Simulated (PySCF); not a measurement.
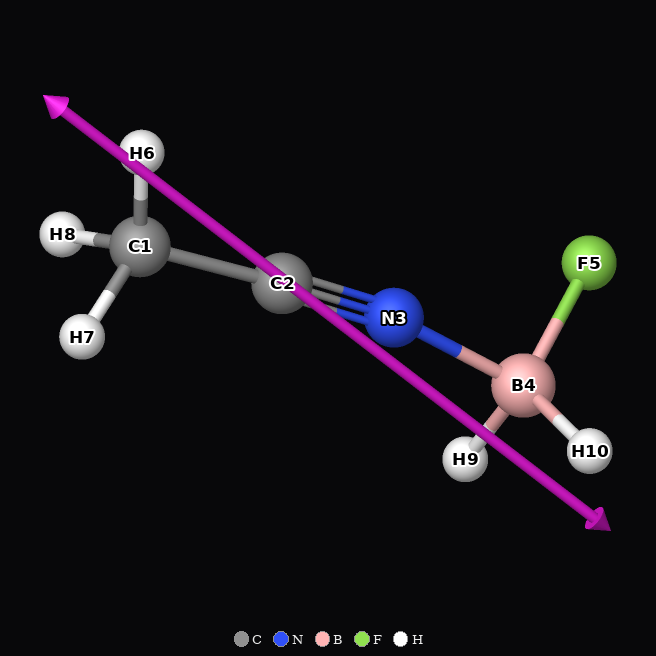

The double arrow shows the direction of the transition dipole to excited singlet state 2 (its length means nothing). Geometry: a frame of a GFN2-xTB molecular-dynamics simulation, not a minimum. Method: TDDFT PBE0/def2-SVPD, vertical, gas phase, core orbitals frozen in the response (PySCF 2.14.0).

Question: How is the transition polarised?

Answer: Nearly parallel to the N3–B4 bond.

Question: Give its energy, strength and character.

Answer: 5.47 eV (227 nm), oscillator strength 0.12, mainly HOMO → LUMO+1 (weight 0.91); transition dipole 2.44 D.
